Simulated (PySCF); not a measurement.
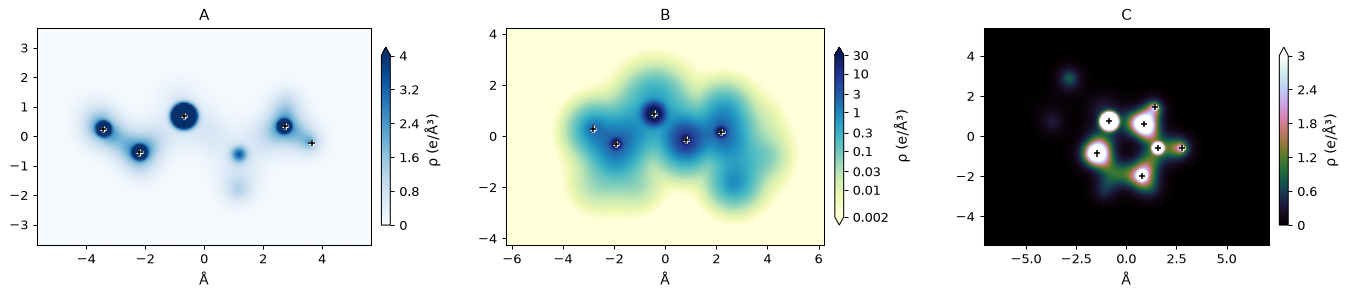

The electron density of 3 systems, each on a plane through atoms (crosses mark nuclei in the plane).

The calculation used PySCF, PBE0/pcSseg-1, SCF density, gas phase, non-relativistic.

System 1: C5H14O2Si (SMILES CC[SiH2]O[C@H](C)CO), the plane of atoms C2, Si3 and O4. Geometry: GFN2-xTB.

```yaml
atoms:
  - { symbol: C, position_ang: [2.7113, 1.0163, 0.1659] }
  - { symbol: C, position_ang: [2.5521, -0.4309, -0.2887] }
  - { symbol: Si, position_ang: [0.9184, -1.2294, 0.2456] }
  - { symbol: O, position_ang: [-0.1944, -0.2111, -0.3453] }
  - { symbol: C, position_ang: [-1.5948, -0.2564, -0.2216] }
  - { symbol: C, position_ang: [-2.2072, -1.0059, -1.3962] }
  - { symbol: C, position_ang: [-2.0756, 1.1994, -0.1526] }
  - { symbol: O, position_ang: [-1.5255, 1.8662, 0.9513] }
  - { symbol: H, position_ang: [1.9262, 1.6356, -0.2615] }
  - { symbol: H, position_ang: [3.6714, 1.4209, -0.1519] }
  - { symbol: H, position_ang: [2.6564, 1.0890, 1.2503] }
  - { symbol: H, position_ang: [3.3687, -1.0273, 0.1180] }
  - { symbol: H, position_ang: [2.6521, -0.4727, -1.3739] }
  - { symbol: H, position_ang: [0.8016, -1.3154, 1.7077] }
  - { symbol: H, position_ang: [0.7719, -2.5818, -0.3064] }
  - { symbol: H, position_ang: [-1.8584, -0.7591, 0.7183] }
  - { symbol: H, position_ang: [-1.8284, -2.0243, -1.4156] }
  - { symbol: H, position_ang: [-3.2893, -1.0281, -1.3053] }
  - { symbol: H, position_ang: [-1.9362, -0.5168, -2.3283] }
  - { symbol: H, position_ang: [-1.7984, 1.7060, -1.0889] }
  - { symbol: H, position_ang: [-3.1598, 1.2374, -0.0327] }
  - { symbol: H, position_ang: [-0.5726, 1.7079, 0.9349] }
```

System 2: C5H15BN2Si, the plane of atoms B6, N5 and H18. Geometry: GFN2-xTB.

```xyz
24

C     2.9482   -0.7766    0.0485
C     2.7521    0.7312   -0.0084
C     1.3753    1.1525    0.4913
Si   -0.0379    0.5140   -0.6003
N    -1.4879    1.4550   -0.3022
B    -2.7270    0.9056    0.0222
C    -2.8901   -0.6757    0.1112
C    -1.8364   -1.4692   -0.6666
N    -0.4716   -1.1241   -0.3097
H     2.2079   -1.2741   -0.5720
H     3.9412   -1.0485   -0.3035
H     2.8397   -1.1340    1.0706
H     3.5247    1.2155    0.5966
H     2.8796    1.0722   -1.0375
H     1.3350    2.2421    0.5100
H     1.2577    0.8220    1.5245
H     0.2719    0.6393   -2.0364
H    -1.4160    2.4590   -0.3609
H    -3.6372    1.6136    0.2552
H    -3.8786   -0.9856   -0.2349
H    -2.8398   -0.9683    1.1658
H    -1.9485   -1.2536   -1.7318
H    -1.9745   -2.5460   -0.5226
H    -0.1995   -1.5464    0.5655
```

System 3: C4H11FOSi2, the plane of atoms Si4, C5 and C7. Geometry: GFN2-xTB.

```xyz
19

C    -1.7411   -1.6320    0.0213
Si   -1.1812    0.0034   -0.7797
C    -2.5360    1.3176   -0.5336
Si    0.7777    0.7766    0.2236
C     2.2195   -0.2724   -0.5786
F     1.8526   -1.6075   -0.5363
C     3.4362   -0.0292    0.2059
O     4.0968    0.9769    0.1563
H    -1.9463   -1.5039    1.0812
H    -2.6455   -2.0168   -0.4423
H    -0.9731   -2.3939   -0.0743
H    -1.0245   -0.2233   -2.2320
H    -2.2625    2.2619   -0.9940
H    -2.7149    1.5088    0.5207
H    -3.4783    1.0028   -0.9714
H     0.8984    0.5244    1.6676
H     1.2073    2.1607    0.0105
H     2.3398   -0.0031   -1.6289
H     3.6652   -0.8418    0.9220
```

**Which map belongs to which system?**

Panel A is system 3, C4H11FOSi2: the plane holds C, Si and H. C–C (1.47 Å): the density is about 1.9 e/Å³ at the midpoint. Panel B is system 1, C5H14O2Si: the plane holds C, Si, O and H. C–O (1.41 Å): ρ at the midpoint is about 2 e/Å³, with its minimum of 1.7 e/Å³ about 0.5 Å from C. Panel C is system 2, C5H15BN2Si: the plane holds Si, N, B, C and H. B–N (1.39 Å): ρ at the midpoint is about 1.9 e/Å³.
